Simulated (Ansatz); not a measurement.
## Hypothetical fluorite TaGe2: pressure series

Base system: TaGe2 in the fluorite structure (space group Fm-3m, No. 225; a = 6.189 Å; a hypothetical phase, not in the database extracts checked).

Cell and atoms are relaxed at each pressure.

Level of theory: plane-wave PAW DFT at the PBEsol level (Ansatz, a quantum-chemistry and plane-wave program, 420 eV), no SOC.

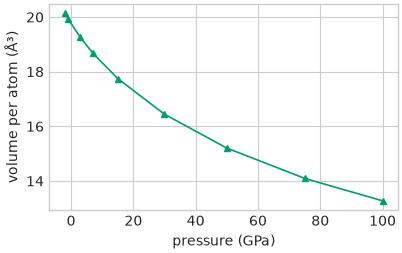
Fig. 1. Volume against pressure

Q: Estimate the zero-pressure bulk modulus from the plot.

A: About 110 GPa; a third-order Birch–Murnaghan fit to the points gives V₀ = 19.76 Å³/atom, B₀ = 112 GPa and B₀′ = 4.0.

Load acts through the strain it causes; cell and atoms are relaxed under it. Whether these cells are dynamically stable was not tested. Competing high-pressure phases were not computed. All final runs are without spin polarisation. An odd electron count without spin: TaGe2. TaGe2 has a high density of states at the Fermi level and may be magnetic at this level.
